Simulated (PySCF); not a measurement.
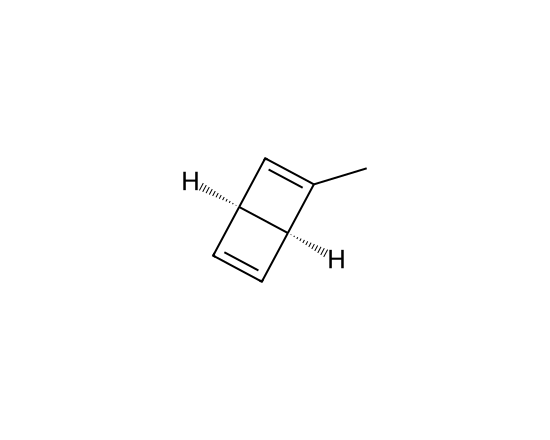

Skeletal drawing of a molecule.

Write the SMILES.

CC1=C[C@@H]2C=C[C@H]12

Give the formula, hydrogens included.

C7H8.

An optimisation with GFN2-xTB gave a structure of which point group?

C1.

More results for the same structure follow; atom numbers are the same in all pictures, views and colours differ. Computed geometry: GFN2-xTB optimisation. No frequency run is at hand to confirm it as a minimum.

## Dipole moment

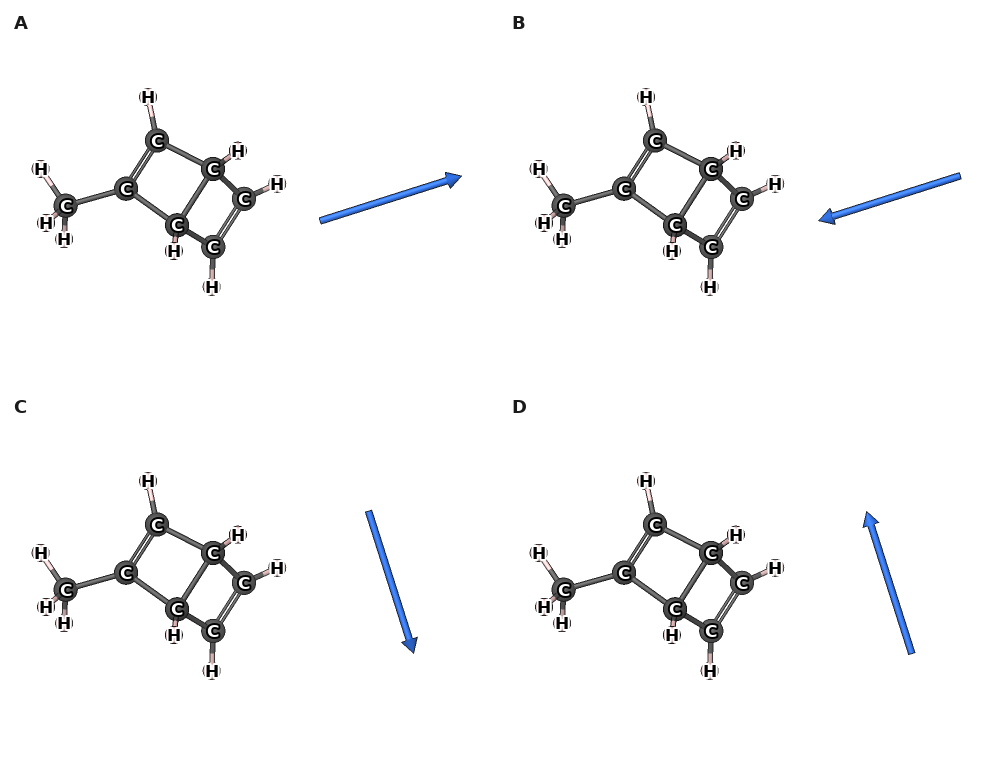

The same molecule four times, each with an arrow. No frequency run is at hand to confirm it as a minimum. Method: PBE0/pcSseg-1, gas phase (PySCF 2.14.0).

Which arrow points along the dipole moment, from the negative to the positive end?

B. The dipole moment is 0.49 D.

## Excitation

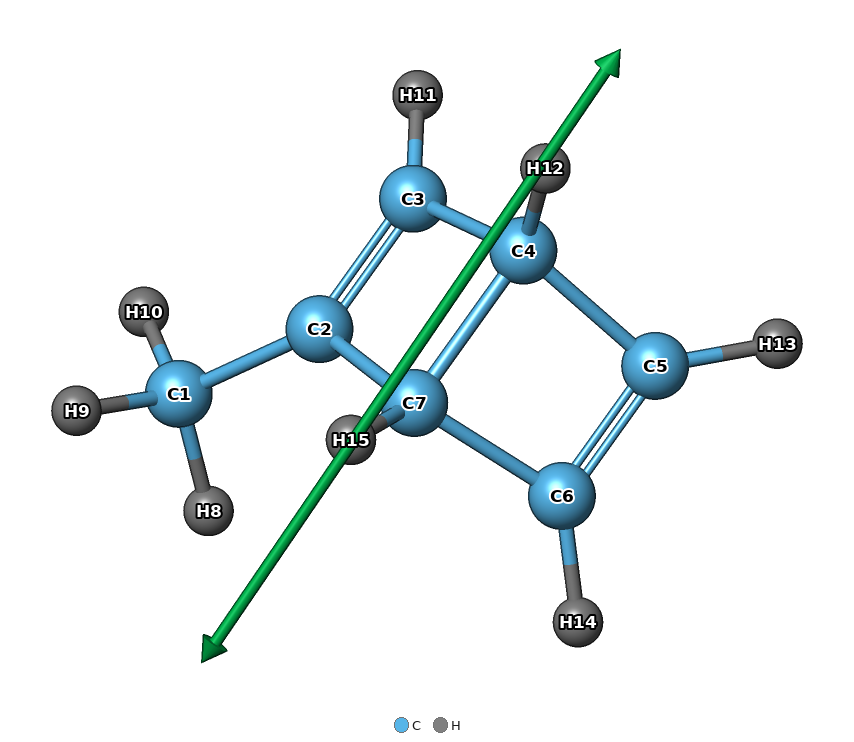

The double arrow shows the direction of the transition dipole to excited singlet state 4 (its length means nothing). No frequency run is at hand to confirm it as a minimum. Method: TDDFT PBE0/def2-SVPD, vertical, gas phase, core orbitals frozen in the response (PySCF 2.14.0).

Where does the transition lie, and how strong is it?

6.83 eV (181 nm), oscillator strength 0.025, of mixed character, with the largest part HOMO−3 → LUMO (weight 0.48); transition dipole 0.98 D.

## NMR shielding

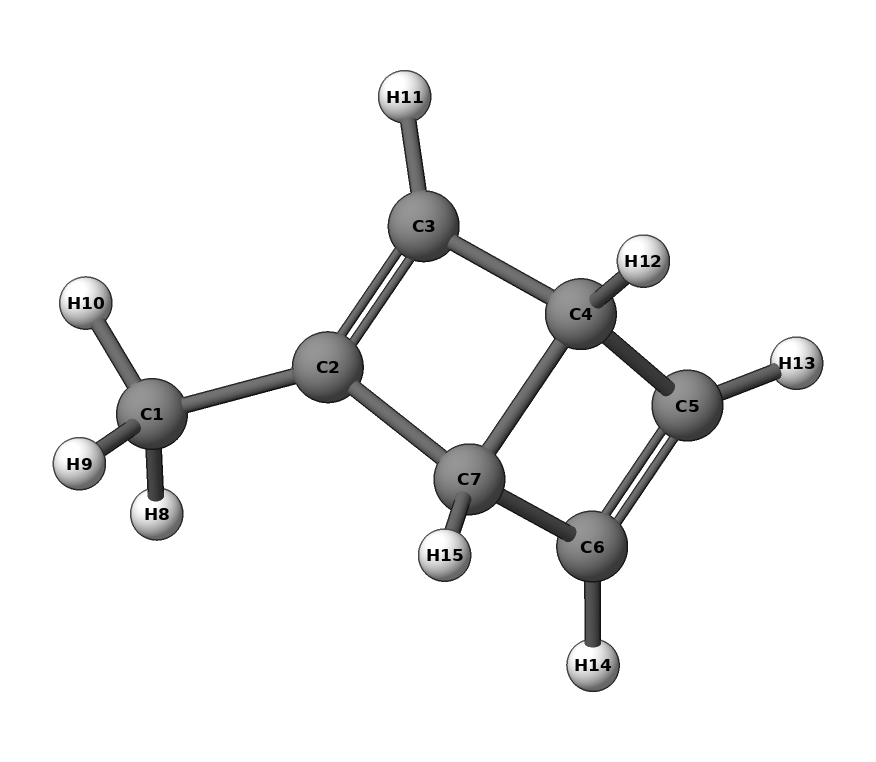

The questions are on isotropic NMR shieldings of the H atoms. No frequency run is at hand to confirm it as a minimum. Method: GIAO PBE0/pcSseg-1 NMR shielding, non-relativistic, gas phase (PySCF 2.14.0).

Which H atom is the most shielded (lowest chemical shift)?

H8 (29.94 ppm).

Which H atom is the least shielded (highest chemical shift)?

H14 (24.72 ppm).

How wide is the range of H shifts?

5.22 ppm.

List the isotropic NMR shieldings of the H atoms.

```json
{"atom": "H8", "σ (ppm)": "29.94"}
{"atom": "H9", "σ (ppm)": "29.77"}
{"atom": "H10", "σ (ppm)": "29.59"}
{"atom": "H11", "σ (ppm)": "25.23"}
{"atom": "H12", "σ (ppm)": "27.87"}
{"atom": "H13", "σ (ppm)": "24.82"}
{"atom": "H14", "σ (ppm)": "24.72"}
{"atom": "H15", "σ (ppm)": "28.04"}
```
